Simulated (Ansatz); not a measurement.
# One shape, several levels: C3H9BO3 (trimethyl borate)

We compute a comparison of 6 runs (HF/STO-3G, B2PLYP/6-31G*, B3LYP/6-31G*, BHLYP/6-31G*, PBE0/6-31G*, wB97M-V/6-31G*) of C3H9BO3 (trimethyl borate). 

The results are computed with Ansatz 0.2.0.

53 further runs of the same task are left out: 53 set aside as unsound or not needed.

**1. The system as given**

C3H9BO3: 16 atoms, total charge 0, spin state singlet. SMILES: `COB(OC)OC`. The C1–H10 distance was set to 2.399 Å, away from the relaxed value. At this shape a bond of the SMILES string is far longer than usual.

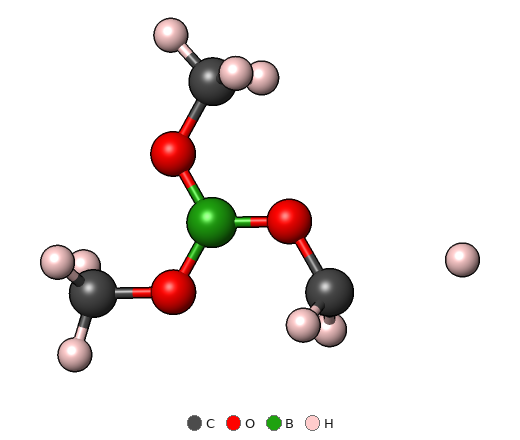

The structure, seen from a chosen angle (carbon dark grey, oxygen red, boron green, hydrogen pink).

**2. A single-point energy at HF/STO-3G (run 1)**

molecule.yaml

```yaml
crystal:
  periodic: [false, false, false]
  atoms:
    - {symbol: C, position_ang: [0.837245, -1.035667, -1.060977]}
    - {symbol: O, position_ang: [0.165685, -0.206087, -0.137057]}
    - {symbol: B, position_ang: [0.341665, -0.388837, 1.201633]}
    - {symbol: O, position_ang: [1.167325, -1.374737, 1.651923]}
    - {symbol: C, position_ang: [1.352485, -1.567487, 3.038073]}
    - {symbol: O, position_ang: [-0.308545, 0.413903, 2.090073]}
    - {symbol: C, position_ang: [-1.165175, 1.436333, 1.627803]}
    - {symbol: H, position_ang: [1.921935, -0.953977, -0.951887]}
    - {symbol: H, position_ang: [0.556455, -2.084027, -0.929637]}
    - {symbol: H, position_ang: [0.211110, -0.322610, -3.263990]}
    - {symbol: H, position_ang: [1.774145, -0.675837, 3.509573]}
    - {symbol: H, position_ang: [0.408235, -1.805297, 3.535033]}
    - {symbol: H, position_ang: [2.043965, -2.400817, 3.165393]}
    - {symbol: H, position_ang: [-0.624375, 2.157273, 1.009013]}
    - {symbol: H, position_ang: [-1.989215, 1.026613, 1.037703]}
    - {symbol: H, position_ang: [-1.570065, 1.947203, 2.501813]}
basis:
  gaussian: {orbitals: STO-3G}
magnetization: {spin_polarized: false}
hamiltonian: {xc: hf}
accuracy: high
output: {orbitals: {seedname: orbitals}}
```

On the command line:

```sh
$ ansatz run molecule.yaml --threads 1 --pin off --max-ram 3480MiB --events-out events.jsonl --progress --plain --runs-dir runs
```

What it wrote:

```text
Warning: RAYON_NUM_THREADS=1 ignored (pool sized by the plan → 1); use --threads N
Functional definition: HF
  name "HF"
  exchange = exact_x
  correlation = 0
973 factors; integrals over basis functions are off by at most 2.8e-9 eV
mean field evaluation 1: about -9877.0004 eV, gradient 3.7e1 eV
mean field evaluation 2: about -9877.3477 eV, gradient 3.7e1 eV
mean field evaluation 4: about -9883.3316 eV, gradient 5.4e0 eV
mean field evaluation 8: about -9883.4605 eV, gradient 6.0e-2 eV
mean field -9883.46056240 eV, -363.2104764181 hartree, gradient 1.6e-8 eV, S^2 0.000000; 0 other end points of the search recorded, 0 dependent functions left out
reference -9883.46056240 eV, -363.2104764181 hartree; 28, 28 occupied and 16, 16 virtual orbitals, 973 factors
Total energy: -9883.46056240 eV, -363.2104764181 hartree
```

It took 0.72 s on 1 thread of Arm Neoverse V2, shared host; peak memory 0.1 GiB.

**3. A single-point energy at B2PLYP/6-31G(d) (spherical functions) (run 2)**

molecule.yaml

```yaml
crystal:
  periodic: [false, false, false]
  atoms:
    - symbol: C
      position_ang: [0.837245, -1.035667, -1.060977]
    - symbol: O
      position_ang: [0.165685, -0.206087, -0.137057]
    - symbol: B
      position_ang: [0.341665, -0.388837, 1.201633]
    - symbol: O
      position_ang: [1.167325, -1.374737, 1.651923]
    - symbol: C
      position_ang: [1.352485, -1.567487, 3.038073]
    - symbol: O
      position_ang: [-0.308545, 0.413903, 2.090073]
    - symbol: C
      position_ang: [-1.165175, 1.436333, 1.627803]
    - symbol: H
      position_ang: [1.921935, -0.953977, -0.951887]
    - symbol: H
      position_ang: [0.556455, -2.084027, -0.929637]
    - symbol: H
      position_ang: [0.211110, -0.322610, -3.263990]
    - symbol: H
      position_ang: [1.774145, -0.675837, 3.509573]
    - symbol: H
      position_ang: [0.408235, -1.805297, 3.535033]
    - symbol: H
      position_ang: [2.043965, -2.400817, 3.165393]
    - symbol: H
      position_ang: [-0.624375, 2.157273, 1.009013]
    - symbol: H
      position_ang: [-1.989215, 1.026613, 1.037703]
    - symbol: H
      position_ang: [-1.570065, 1.947203, 2.501813]
basis:
  gaussian:
    orbitals: 6-31G_st_-spherical.json
hamiltonian:
  xc: {name: B2PLYP}
correlation:
  frozen_orbitals: {B: 1, C: 1, H: 0, O: 1}
output: {orbitals: {seedname: orbitals}}
accuracy: high
```

The basis set 6-31G* is read from a file made from the Basis Set Exchange's data (not shown).

On the command line:

```sh
$ ansatz run molecule.yaml --threads 1 --pin off --max-ram 3480MiB --events-out events.jsonl --progress --plain --runs-dir runs
```

What it wrote, cut to the lines that bear on the results:

```text
Warning: RAYON_NUM_THREADS=1 ignored (pool sized by the plan → 1); use --threads N
Functional definition: B2PLYP
  name "B2PLYP"
[...]
2910 factors; integrals over basis functions are off by at most 6.6e-9 eV
[...]
mean field -10053.83046517 eV, -369.4714548638 hartree, gradient 9.6e-8 eV, S^2 0.000000; 0 other end points of the search recorded, 0 dependent functions left out; unrestricted orbitals would lower it
7 core orbitals not correlated: weight in the atoms' cores, before any rotation towards them, 1.000 or more for the frozen orbitals, at most 0.000 for the correlated occupied ones
reference -10053.83049439 eV, -369.4714559376 hartree; 21, 21 occupied and 88, 88 virtual orbitals, 2910 factors
second order -34.12164437 eV of doubles, -0.00000000 eV of singles
Total energy: -10063.04333837 eV, -369.8100217092 hartree
```

Run time: 22 s. Hardware: 1 thread of Arm Neoverse V2, shared host; peak memory 0.51 GiB.

Runs 3 to 5 aren't shown in full; the table further down has their settings and results.

**4. The energy at wB97M-V/6-31G(d) (spherical functions) (run 6)**

molecule.yaml

```yaml
crystal:
  periodic: [false, false, false]
  atoms:
    - {symbol: C, position_ang: [0.837245, -1.035667, -1.060977]}
    - {symbol: O, position_ang: [0.165685, -0.206087, -0.137057]}
    - {symbol: B, position_ang: [0.341665, -0.388837, 1.201633]}
    - {symbol: O, position_ang: [1.167325, -1.374737, 1.651923]}
    - {symbol: C, position_ang: [1.352485, -1.567487, 3.038073]}
    - {symbol: O, position_ang: [-0.308545, 0.413903, 2.090073]}
    - {symbol: C, position_ang: [-1.165175, 1.436333, 1.627803]}
    - {symbol: H, position_ang: [1.921935, -0.953977, -0.951887]}
    - {symbol: H, position_ang: [0.556455, -2.084027, -0.929637]}
    - {symbol: H, position_ang: [0.211110, -0.322610, -3.263990]}
    - {symbol: H, position_ang: [1.774145, -0.675837, 3.509573]}
    - {symbol: H, position_ang: [0.408235, -1.805297, 3.535033]}
    - {symbol: H, position_ang: [2.043965, -2.400817, 3.165393]}
    - {symbol: H, position_ang: [-0.624375, 2.157273, 1.009013]}
    - {symbol: H, position_ang: [-1.989215, 1.026613, 1.037703]}
    - {symbol: H, position_ang: [-1.570065, 1.947203, 2.501813]}
basis:
  gaussian:
    orbitals: 6-31G_st_-spherical.json
hamiltonian:
  xc: {name: wB97M-V}
accuracy: high
output: {orbitals: {seedname: orbitals}}
```

The basis set 6-31G* is read from a file made from the Basis Set Exchange's data (not shown).

On the command line:

```sh
$ ansatz run molecule.yaml --threads 1 --pin off --max-ram 3480MiB --events-out events.jsonl --progress --plain --runs-dir runs
```

What it wrote, cut to the lines that bear on the results:

```text
Warning: RAYON_NUM_THREADS=1 ignored (pool sized by the plan → 1); use --threads N
Functional definition: wB97M-V
  name "wB97M-V"
[...]
  gx(w, u) = 1 - cx + cx01*u + cx10*w
  gss(w, u) = css00 + css04*u^4 + css10*w + css20*w^2 + css43*w^4*u^3
  gos(w, u) = cos00 + cos10*w + (cos20 + cos21*u)*w^2 + (cos60 + cos61*u)*w^6
[...]
      + integral(e_c_pw_mod_opposite_spin*gos(b97_w_opposite, b97_u_opposite)) + vv10(b, c)
2910 factors; integrals over basis functions are off by at most 6.6e-9 eV
474 factors; integrals over basis functions are off by at most 1.7e-9 eV
[...]
mean field -10069.30687569 eV, -370.0402024604 hartree, gradient 6.9e-8 eV, S^2 0.000000; 0 other end points of the search recorded, 0 dependent functions left out
reference -10069.30688015 eV, -370.0402026242 hartree; 28, 28 occupied and 88, 88 virtual orbitals, 2910 factors
Total energy: -10069.30688015 eV, -370.0402026242 hartree
```

Run time: 2.7 min. Hardware: 1 thread of Arm Neoverse V2, shared host; peak memory 0.95 GiB.

**5. All runs side by side**

| run | level | frozen core orbitals | energy (Eh) | HOMO energy (eV) | LUMO energy (eV) | HOMO–LUMO gap (eV) | wall time |
| --- | --- | --- | --- | --- | --- | --- | --- |
| 1 | HF/STO-3G | – | -363.210476 | -6.02 | 3.40 | 9.42 | 0.72 s |
| 2 | B2PLYP/6-31G* (spherical functions) | 7 | -369.810022 | -7.45 | -1.30 | 6.15 | 22 s |
| 3 | B3LYP/6-31G* (spherical functions) | – | -370.206817 | -6.52 | -2.78 | 3.74 | 17 s |
| 4 | BHLYP/6-31G* (spherical functions) | – | -369.986016 | -7.54 | -1.62 | 5.92 | 17 s |
| 5 | PBE0/6-31G* (spherical functions) | – | -369.769728 | -6.70 | -2.57 | 4.14 | 16 s |
| 6 | wB97M-V/6-31G* (spherical functions) | – | -370.040203 | -8.63 | -0.51 | 8.12 | 2.7 min |

**6. Results**

| quantity | value |
| --- | --- |
| run 6: total energy | -370.04020 Eh |
| run 6: HOMO energy | -8.63 eV |
| run 6: LUMO energy | -0.51 eV |
| run 6: HOMO–LUMO gap | 8.12 eV |

In words: The HOMO–LUMO gap runs from 3.74 eV (B3LYP/6-31G*) to 9.42 eV (HF/STO-3G). The two ends differ in method and basis. Totals of different functionals can't be ranked against each other. In run 2 the log says that unrestricted orbitals would lower the reference, so the values rest on an unstable closed-shell determinant (other closed-shell runs at this shape may share the fault). In run 1 the basis is minimal, so the values are rough. All runs together took 3.9 min, the longest 2.7 min.
